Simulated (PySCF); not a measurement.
# Pb(OH)4: other spin states, a change of charge and excitations

Aim: at the relaxed geometry of Pb(OH)4, try other spin states, a change of charge and excitations. It is a constructed species; whether it can be made isn't addressed.

The runs use PySCF 2.14.0; BP86, Pb def2-SVP with ECP60, O def2-SVP, H def2-SVP; scalar-relativistic core potentials, no spin–orbit coupling.

2 further runs of the same task are left out: 2 for a known fault of the program. Runs told in other sessions of the task aren't counted.

**1. Starting geometry**

9 atoms, charge 0, spin multiplicity 1.

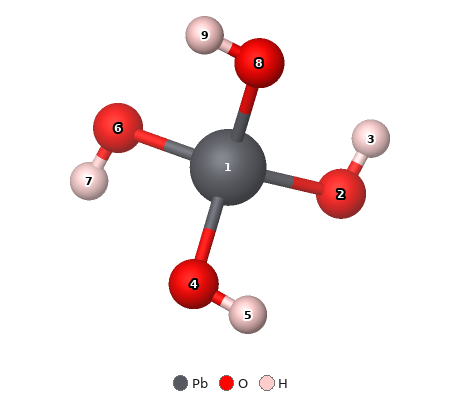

The structure; lead dark grey, oxygen red, hydrogen pink; atoms are numbered from 1 in the order of the file.

As a file:

```
Pb    0.0511    0.4006    0.0044
O     0.0489   -1.1320    1.4733
H    -0.4672   -0.7637    2.2235
O     0.2854   -0.5808   -1.8623
H    -0.1203   -1.4676   -1.7415
O     1.6012    1.8468    0.0905
H     2.3451    1.4624   -0.4231
O    -1.7524    1.4793    0.3017
H    -1.5794    2.3730   -0.0665
```

Formal oxidation states: Pb +4. An earlier session relaxed this geometry at BP86, Pb def2-SVP with ECP60, O def2-SVP, H def2-SVP (singlet, point group S4).

Its energy there is -496.059037 Eh.

**2. Multiplicity 3 at the relaxed geometry**

Contents of run.py (the lines that set the calculation):

```python
mol = gto.M(atom='''
Pb     0.05114     0.40062     0.00436
O      0.04886    -1.13195     1.47332
H     -0.46722    -0.76365     2.22354
O      0.28537    -0.58085    -1.86232
H     -0.12034    -1.46763    -1.74149
O      1.60115     1.84680     0.09049
H      2.34511     1.46236    -0.42311
O     -1.75241     1.47932     0.30170
H     -1.57943     2.37303    -0.06650''',
    basis={'Pb': 'def2-SVP', 'O': 'def2-SVP', 'H': 'def2-SVP'},
    ecp={'Pb': 'def2-SVP'},
    charge=0, spin=2)
mf = dft.UKS(mol, xc='B88,P86')
mf.grids.atom_grid = (50, 194)
mf = mf.density_fit()  # fitting sets: Pb def2-universal-JKFIT, O def2-universal-JKFIT, H def2-universal-JKFIT
mf.conv_tol = 1e-08; mf.max_cycle = 55
mf.kernel(dm0)  # dm0: free metal ions and neutral atoms
```

On the command line:

```sh
OMP_NUM_THREADS=2 python run.py
```

Standard output:

```text
init E= -504.546456250619
cycle= 1 E= -495.375302571271  delta_E= 9.17  |g|= 1.14  |ddm|= 2.99
cycle= 2 E= -494.122274927678  delta_E= 1.25  |g|= 2.04  |ddm|= 3.02
cycle= 3 E= -495.769518515659  delta_E= -1.65  |g|= 0.619  |ddm|= 2.01
cycle= 4 E= -495.588700820809  delta_E= 0.181  |g|= 0.832  |ddm|=  1.3
cycle= 5 E= -495.759243459219  delta_E= -0.171  |g|= 0.569  |ddm|= 0.966
cycle= 6 E= -495.816619204508  delta_E= -0.0574  |g|= 0.472  |ddm|= 0.938
cycle= 7 E= -495.877792837932  delta_E= -0.0612  |g|= 0.377  |ddm|= 0.943
cycle= 8 E= -495.880926442897  delta_E= -0.00313  |g|= 0.357  |ddm|= 0.883
cycle= 9 E= -495.855393483123  delta_E= 0.0255  |g|= 0.402  |ddm|= 0.941
cycle= 10 E= -495.887896934771  delta_E= -0.0325  |g|= 0.349  |ddm|= 0.886
cycle= 11 E= -495.872715468619  delta_E= 0.0152  |g|= 0.374  |ddm|= 0.925
cycle= 12 E= -495.885744805938  delta_E= -0.013  |g|= 0.342  |ddm|= 0.943
cycle= 13 E= -495.897716866349  delta_E= -0.012  |g|= 0.312  |ddm|= 0.13
cycle= 14 E= -495.84053730994  delta_E= 0.0572  |g|= 0.431  |ddm|= 0.943
cycle= 15 E= -495.851889623917  delta_E= -0.0114  |g|= 0.409  |ddm|= 0.0571
cycle= 16 E= -495.847339522397  delta_E= 0.00455  |g|= 0.415  |ddm|= 0.0502
cycle= 17 E= -495.852464988535  delta_E= -0.00513  |g|= 0.407  |ddm|= 0.0256
cycle= 18 E= -495.842364997206  delta_E= 0.0101  |g|= 0.424  |ddm|= 0.0461
cycle= 19 E= -495.881305056346  delta_E= -0.0389  |g|= 0.352  |ddm|= 0.931
cycle= 20 E= -495.928590934664  delta_E= -0.0473  |g|= 0.245  |ddm|= 0.619
cycle= 21 E= -495.907619404986  delta_E= 0.021  |g|= 0.286  |ddm|= 0.762
...
  HOMO = -0.164976189781  LUMO = -0.145102092869  gap/eV = 0.54080
cycle= 45 E= -495.969407477323  delta_E= 1.85e-08  |g|= 0.000503  |ddm|= 0.000158
  HOMO = -0.164976199691  LUMO = -0.145101429153  gap/eV = 0.54082
cycle= 46 E= -495.969407494128  delta_E= -1.68e-08  |g|= 0.000481  |ddm|= 0.000158
  HOMO = -0.164975595347  LUMO = -0.145100882395  gap/eV = 0.54082
cycle= 47 E= -495.969407482169  delta_E= 1.2e-08  |g|= 0.00051  |ddm|= 0.000138
  HOMO = -0.164976299801  LUMO = -0.145101569348  gap/eV = 0.54082
cycle= 48 E= -495.969407696778  delta_E= -2.15e-07  |g|= 0.000459  |ddm|= 0.000137
  HOMO = -0.164976206269  LUMO = -0.145101762431  gap/eV = 0.54081
cycle= 49 E= -495.969407664488  delta_E= 3.23e-08  |g|= 0.000304  |ddm|= 0.000194
  HOMO = -0.164976378443  LUMO = -0.14510166056  gap/eV = 0.54082
cycle= 50 E= -495.969407702411  delta_E= -3.79e-08  |g|= 0.000189  |ddm|= 0.000167
  HOMO = -0.164975769554  LUMO = -0.145101364053  gap/eV = 0.54081
cycle= 51 E= -495.969407434928  delta_E= 2.67e-07  |g|= 9.24e-05  |ddm|= 0.000178
  HOMO = -0.164977014017  LUMO = -0.145102700949  gap/eV = 0.54081
cycle= 52 E= -495.969407439037  delta_E= -4.11e-09  |g|= 8.96e-05  |ddm|= 0.000127
Extra cycle  E= -495.969402322146  delta_E= 5.12e-06  |g|= 0.00289  |ddm|= 0.00634
SCF not converged.
macro= 0  E= -495.969407684988  delta_E= -5.36284e-06  |g|= 5.57955e-05  2 KF 7 JK
macro= 1  E= -495.969407684992  delta_E= -4.09273e-12  |g|= 3.24281e-05  1 KF 2 JK
macro X = 2  E=-495.969407684992  |g|= 3.24281e-05  total 4 KF 12 JK
converged SCF energy = -495.969407684992  <S^2> = 2.005714  2S+1 = 3.0038069
```

Run time: 49 s. Hardware: 2 threads of Arm Neoverse V1, shared host.

It gives: E = -495.969408 Eh (+2.439 eV from the relaxed state), HOMO -4.49 eV, LUMO -6.67 eV (over both spins), ⟨S²⟩ = 2.006, Mulliken charge on Pb1 +0.71 e. An empty level of one spin lies below a filled level of the other.

**3. One electron removed, multiplicity 2**

run.py (the lines that set the calculation): that of step 2 with these lines changed.

```diff
@@ -12,3 +12,3 @@
     ecp={'Pb': 'def2-SVP'},
-    charge=0, spin=2)
+    charge=1, spin=1)
 mf = dft.UKS(mol, xc='B88,P86')
@@ -17,2 +17,2 @@
 mf.conv_tol = 1e-08; mf.max_cycle = 55
-mf.kernel(dm0)  # dm0: free metal ions and neutral atoms
+mf.kernel(dm0)  # dm0: the density of the relaxed state
```

On the command line:

```sh
OMP_NUM_THREADS=2 python run.py
```

Standard output:

```text
init E= -496.061679491174
cycle= 1 E= -495.606447837842  delta_E= 0.455  |g|= 0.382  |ddm|= 0.663
cycle= 2 E= -494.29056238414  delta_E= 1.32  |g|= 1.61  |ddm|= 1.82
  HOMO = -0.506193144491  LUMO = -0.501275186947  gap/eV = 0.13382
cycle= 3 E= -495.522236924133  delta_E= -1.23  |g|= 0.551  |ddm|=  1.5
  HOMO = -0.459771744708  LUMO = -0.450173938505  gap/eV = 0.26117
cycle= 4 E= -495.275440366327  delta_E= 0.247  |g|= 0.839  |ddm|= 0.951
cycle= 5 E= -495.62082947313  delta_E= -0.345  |g|= 0.343  |ddm|= 0.963
  HOMO = -0.476951623251  LUMO = -0.474588060806  gap/eV = 0.06432
cycle= 6 E= -495.536771280587  delta_E= 0.0841  |g|= 0.491  |ddm|= 0.837
  HOMO = -0.476373350631  LUMO = -0.47203494638  gap/eV = 0.11805
cycle= 7 E= -495.604031053077  delta_E= -0.0673  |g|= 0.372  |ddm|= 0.929
cycle= 8 E= -495.63452712876  delta_E= -0.0305  |g|= 0.289  |ddm|= 0.944
  HOMO = -0.477137797687  LUMO = -0.473080952307  gap/eV = 0.11039
cycle= 9 E= -495.613462721877  delta_E= 0.0211  |g|= 0.348  |ddm|= 0.939
  HOMO = -0.47740452249  LUMO = -0.473518136878  gap/eV = 0.10575
cycle= 10 E= -495.621604103473  delta_E= -0.00814  |g|= 0.326  |ddm|= 0.121
cycle= 11 E= -495.623296938534  delta_E= -0.00169  |g|= 0.321  |ddm|= 0.133
  HOMO = -0.476038664165  LUMO = -0.471511806255  gap/eV = 0.12318
cycle= 12 E= -495.614503881882  delta_E= 0.00879  |g|= 0.345  |ddm|= 0.94
  HOMO = -0.477013610602  LUMO = -0.472776070504  gap/eV = 0.11531
cycle= 13 E= -495.619635535601  delta_E= -0.00513  |g|= 0.331  |ddm|= 0.0198
...
cycle= 50 E= -495.679652310957  delta_E= -0.00149  |g|= 0.119  |ddm|= 0.186
  HOMO = -0.451297456174  LUMO = -0.388944731347  gap/eV = 1.69670
cycle= 51 E= -495.671864051449  delta_E= 0.00779  |g|= 0.186  |ddm|= 0.17
  HOMO = -0.451109374617  LUMO = -0.382963243309  gap/eV = 1.85435
cycle= 52 E= -495.645917117859  delta_E= 0.0259  |g|= 0.298  |ddm|= 0.182
  HOMO = -0.449730253504  LUMO = -0.375894964614  gap/eV = 2.00916
cycle= 53 E= -495.608407269829  delta_E= 0.0375  |g|= 0.398  |ddm|= 0.181
  HOMO = -0.459329021858  LUMO = -0.373305588309  gap/eV = 2.34082
cycle= 54 E= -495.612744354466  delta_E= -0.00434  |g|= 0.379  |ddm|= 0.141
  HOMO = -0.462870419001  LUMO = -0.369735518361  gap/eV = 2.53433
cycle= 55 E= -495.604212647173  delta_E= 0.00853  |g|= 0.395  |ddm|= 0.117
SCF not converged.
  HOMO = -0.342923950453  LUMO = -0.334239218474  gap/eV = 0.23632
macro= 0  E= -495.678582268867  delta_E= -0.0743696  |g|= 0.162592  3 KF 18 JK
macro= 1  E= -495.687131860773  delta_E= -0.00854959  |g|= 0.157421  3 KF 18 JK
macro= 2  E= -495.692739130799  delta_E= -0.00560727  |g|= 0.058126  3 KF 20 JK
macro= 3  E= -495.693330520781  delta_E= -0.00059139  |g|= 0.00980505  3 KF 11 JK
macro= 4  E= -495.693471431863  delta_E= -0.000140911  |g|= 0.00616465  2 KF 9 JK
macro= 5  E= -495.693488917237  delta_E= -1.74854e-05  |g|= 0.000501609  2 KF 10 JK
macro= 6  E= -495.693488917238  delta_E= -1.7053e-12  |g|= 3.64519e-05  1 KF 2 JK
macro X = 7  E=-495.693488917238  |g|= 3.64519e-05  total 18 KF 96 JK
converged SCF energy = -495.693488917238  <S^2> = 0.75468128  2S+1 = 2.0046758
```

Wall time 73 s (2 threads of Arm Neoverse V1, shared host).

Result: E = -495.693489 Eh (+9.947 eV from the relaxed state), HOMO -12.97 eV, LUMO -12.97 eV (over both spins), ⟨S²⟩ = 0.755, Mulliken charge on Pb1 +1.03 e. 

**4. One electron added, multiplicity 2**

run.py (the lines that set the calculation): that of step 3 with these lines changed.

```diff
@@ -12,3 +12,3 @@
     ecp={'Pb': 'def2-SVP'},
-    charge=1, spin=1)
+    charge=-1, spin=1)
 mf = dft.UKS(mol, xc='B88,P86')
```

On the command line:

```sh
OMP_NUM_THREADS=2 python run.py
```

Standard output:

```text
init E= -496.061503358309
  HOMO = -0.161560357815  LUMO = -0.155791485637  gap/eV = 0.15698
cycle= 1 E= -496.080509830582  delta_E= -0.019  |g|= 0.233  |ddm|= 1.49
  HOMO = 0.111100369521  LUMO = 0.127624283061  gap/eV = 0.44964
cycle= 2 E= -496.043116992502  delta_E= 0.0374  |g|= 0.407  |ddm|= 0.905
  HOMO = 0.0676990625802  LUMO = 0.0852233850549  gap/eV = 0.47686
cycle= 3 E= -496.105231842539  delta_E= -0.0621  |g|= 0.0654  |ddm|= 0.413
  HOMO = 0.0616254104736  LUMO = 0.0796672156633  gap/eV = 0.49094
cycle= 4 E= -496.107394601395  delta_E= -0.00216  |g|= 0.0121  |ddm|= 0.12
  HOMO = 0.0603366081143  LUMO = 0.0788046280557  gap/eV = 0.50254
cycle= 5 E= -496.107441710408  delta_E= -4.71e-05  |g|= 0.0057  |ddm|= 0.0161
  HOMO = 0.0601574942804  LUMO = 0.0787102593457  gap/eV = 0.50485
cycle= 6 E= -496.107447517192  delta_E= -5.81e-06  |g|= 0.00439  |ddm|= 0.0094
  HOMO = 0.0600030003758  LUMO = 0.0786369382876  gap/eV = 0.50706
cycle= 7 E= -496.107456078585  delta_E= -8.56e-06  |g|= 0.000205  |ddm|= 0.00436
  HOMO = 0.0600108583825  LUMO = 0.0786671977644  gap/eV = 0.50766
cycle= 8 E= -496.107456012627  delta_E= 6.6e-08  |g|= 0.000127  |ddm|= 0.000407
  HOMO = 0.0600120803446  LUMO = 0.0786702898717  gap/eV = 0.50772
cycle= 9 E= -496.107456014391  delta_E= -1.76e-09  |g|= 0.000113  |ddm|= 0.000214
  HOMO = 0.0600133278583  LUMO = 0.0786732652117  gap/eV = 0.50776
cycle= 10 E= -496.107456020098  delta_E= -5.71e-09  |g|= 5.2e-06  |ddm|= 0.00011
  HOMO = 0.0600141985872  LUMO = 0.0786743849776  gap/eV = 0.50777
Extra cycle  E= -496.107456020108  delta_E= -9.09e-12  |g|= 5.09e-06  |ddm|= 1.31e-05
converged SCF energy = -496.107456020108  <S^2> = 0.75141959  2S+1 = 2.0014191
```

Run time: 3.8 s. Hardware: 2 threads of Arm Neoverse V1, shared host.

Result: E = -496.107456 Eh (-1.318 eV from the relaxed state), HOMO 1.63 eV, LUMO 2.14 eV (over both spins), ⟨S²⟩ = 0.751, Mulliken charge on Pb1 +0.52 e. The highest filled level lies above zero; it isn't the detachment energy.

**5. Singlet excitations, Tamm-Dancoff CAM-B3LYP**

run.py (the lines that set the calculation): that of step 4 with these lines changed.

```diff
@@ -12,4 +12,4 @@
     ecp={'Pb': 'def2-SVP'},
-    charge=-1, spin=1)
-mf = dft.UKS(mol, xc='B88,P86')
+    charge=0, spin=0)
+mf = dft.RKS(mol, xc='CAMB3LYP')
 mf.grids.atom_grid = (50, 194)
```

On the command line:

```sh
OMP_NUM_THREADS=2 python run.py
```

Standard output:

```text
init E= -495.737957563167
  HOMO = -0.370191574382918  LUMO = -0.0926464574915435  gap/eV = 7.55239
cycle= 1 E= -495.745721729631  delta_E= -0.00776  |g|= 0.0855  |ddm|= 0.409
  HOMO = -0.360685173363534  LUMO = -0.0895264903829762  gap/eV = 7.37860
cycle= 2 E= -495.74508735458  delta_E= 0.000634  |g|= 0.107  |ddm|= 0.15
  HOMO = -0.368838312532873  LUMO = -0.0928123009370267  gap/eV = 7.51105
cycle= 3 E= -495.747356296494  delta_E= -0.00227  |g|= 0.00843  |ddm|= 0.0955
  HOMO = -0.367738187296856  LUMO = -0.0911105995900776  gap/eV = 7.52742
cycle= 4 E= -495.74737962074  delta_E= -2.33e-05  |g|= 0.00274  |ddm|= 0.0149
  HOMO = -0.367958532148145  LUMO = -0.0913467812072355  gap/eV = 7.52699
cycle= 5 E= -495.747382197815  delta_E= -2.58e-06  |g|= 0.000326  |ddm|= 0.00487
  HOMO = -0.367959861999684  LUMO = -0.0913294553503583  gap/eV = 7.52750
cycle= 6 E= -495.747382280145  delta_E= -8.23e-08  |g|= 0.000247  |ddm|= 0.00108
  HOMO = -0.367962775758579  LUMO = -0.0913302360531247  gap/eV = 7.52755
cycle= 7 E= -495.747382292734  delta_E= -1.26e-08  |g|= 0.000111  |ddm|= 0.000282
  HOMO = -0.367965555863946  LUMO = -0.091332645540394  gap/eV = 7.52756
cycle= 8 E= -495.747382296282  delta_E= -3.55e-09  |g|= 1.03e-05  |ddm|= 0.00014
  HOMO = -0.367965566958625  LUMO = -0.0913323230602039  gap/eV = 7.52757
Extra cycle  E= -495.747382296404  delta_E= -1.23e-10  |g|= 6.82e-06  |ddm|= 3.28e-05
converged SCF energy = -495.747382296404
```

It took 46 s on 2 threads of Arm Neoverse V1, shared host.

Read off: E = -495.747382 Eh, HOMO -10.01 eV, LUMO -2.49 eV, Mulliken charge on Pb1 +1.02 e. 

Singlet excitations:

| state | energy (eV) | oscillator strength |
| --- | --- | --- |
| 1 | 3.94 | 0.0088 |
| 2 | 3.95 | 0.0089 |
| 3 | 3.97 | 0.0002 |
| 4 | 4.27 | 0.0585 |
| 5 | 5.90 | 0.2071 |
| 6 | 5.92 | 0.2138 |
| 7 | 5.95 | 0.1101 |
| 8 | 6.83 | 0.0000 |

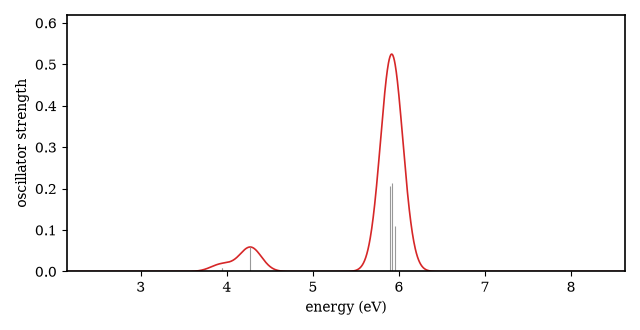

Absorption from the eight lowest singlets. Lines are broadened to a width of 0.30 eV (Gaussian).

**6. The states side by side**

| state | energy from the relaxed state (eV) | ⟨S²⟩ | time |
| --- | --- | --- | --- |
| charge 0, singlet, vacuum (relaxed) | 0 | 0.00 |  |
| charge -1, doublet, vacuum | -1.32 | 0.75 | 3.8 s |
| charge 0, triplet, vacuum | 2.44 | 2.01 | 49 s |
| charge +1, doublet, vacuum | 9.95 | 0.75 | 73 s |

An electron taken off or put on is at rest in vacuum. 

In the excitation run (CAM-B3LYP), the lowest singlet lies at 3.94 eV (gaps between orbitals at other levels can't be set against it), and the brightest of the eight at 5.92 eV (f = 0.214); spin–orbit coupling would mix in triplets. Removing an electron vertically costs 9.95 eV (doublet), against −HOMO = 6.93 eV. Adding an electron vertically releases 1.32 eV (doublet). The triplet lies 2.44 eV above at this geometry. These are double-zeta-type bases without diffuse functions. Spin–orbit coupling is left out.
